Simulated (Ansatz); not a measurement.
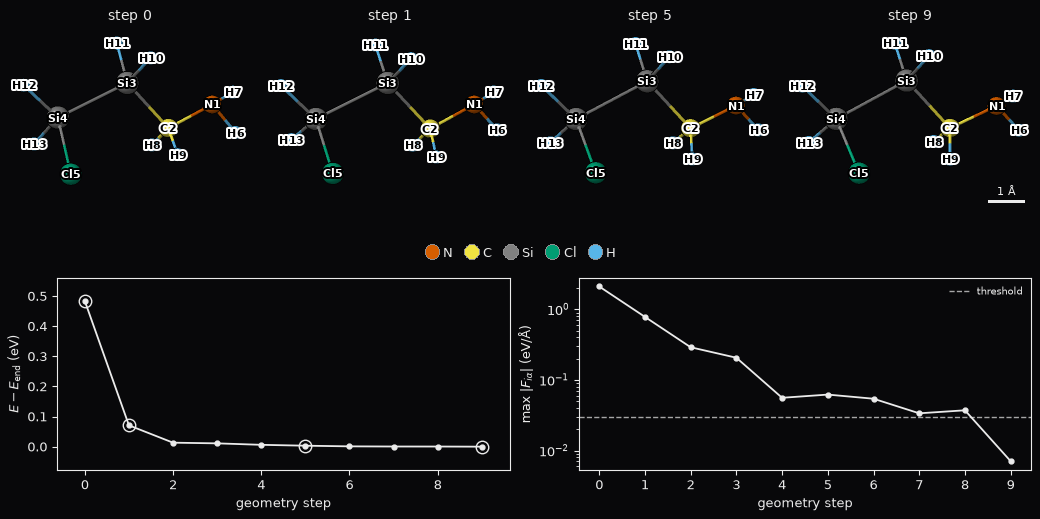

Frames of a relaxation of CH8ClNSi2 (coarse preliminary run), marked on the history of the run. Style: ball-and-stick. Shown at a tilt.

The start comes from a force field.

Method: Ansatz, RKS PBE-D4/def2-SVP.

Input file:
```yaml
crystal:
  periodic: [false, false, false]
  atoms:
    - {symbol: N, position_ang: [-0.185000, 1.977800, 1.307600]}
    - {symbol: C, position_ang: [-0.589500, 0.925400, 0.385600]}
    - {symbol: Si, position_ang: [0.741100, -0.346100, 0.288300]}
    - {symbol: Si, position_ang: [0.135100, -2.030600, -1.088000]}
    - {symbol: Cl, position_ang: [-0.423200, -1.309000, -2.952400]}
    - {symbol: H, position_ang: [-1.006700, 2.703200, 1.342500]}
    - {symbol: H, position_ang: [0.585800, 2.551200, 0.927400]}
    - {symbol: H, position_ang: [-1.470800, 0.479900, 0.739300]}
    - {symbol: H, position_ang: [-0.784900, 1.358300, -0.565000]}
    - {symbol: H, position_ang: [2.022000, 0.281000, -0.206200]}
    - {symbol: H, position_ang: [1.076100, -0.898200, 1.673900]}
    - {symbol: H, position_ang: [1.135100, -3.062500, -1.272100]}
    - {symbol: H, position_ang: [-1.214800, -2.665200, -0.566100]}
basis:
  gaussian: {orbitals: def2-SVP}
hamiltonian: {xc: pbe, dispersion: d4}
relax: {f_tol: 0.03, max_steps: 200}
```

Run as
```bash
ansatz run in.yaml --threads 4 --pin off --events-out ev --progress --plain --max-ram 10444MiB
```

Describe the path.

The largest move after the best rigid fit is that of H9, 0.26 Å. By element the largest moves are H 0.26 Å, Cl 0.23 Å, N 0.16 Å, Si 0.11 Å, C 0.07 Å. Near-neighbour distances that change, for instance: Si3–Si4 2.258 → 2.353 Å, Si4–H13 1.580 → 1.506 Å, N1–H6 1.097 → 1.029 Å, C2–Si3 1.843 → 1.909 Å. Bond angles that change, for instance: N1–C2–H9 108.8° → 116.7°, Cl5–Si4–H13 101.9° → 107.7°, Si3–Si4–Cl5 111.1° → 105.9°. Over 9 geometry steps the energy falls by 0.484 eV. Largest force component: 2.1 eV/Å at the start, 0.0071 eV/Å at the end. From step 0 to 1: H13 moves most (0.14 Å), energy −0.413 eV. From step 1 to 5: H9 moves most (0.14 Å), energy −0.068 eV. From step 5 to 9: Cl5 moves most (0.11 Å), energy −0.003 eV.

```tsv
step	E − E(0), eV	largest force component, eV/Å
0	0.0000	2.1044
1	-0.4127	0.7813
2	-0.4703	0.2902
3	-0.4725	0.2061
4	-0.4774	0.0559
5	-0.4803	0.0620
6	-0.4825	0.0542
7	-0.4830	0.0337
8	-0.4831	0.0372
9	-0.4835	0.0071
```
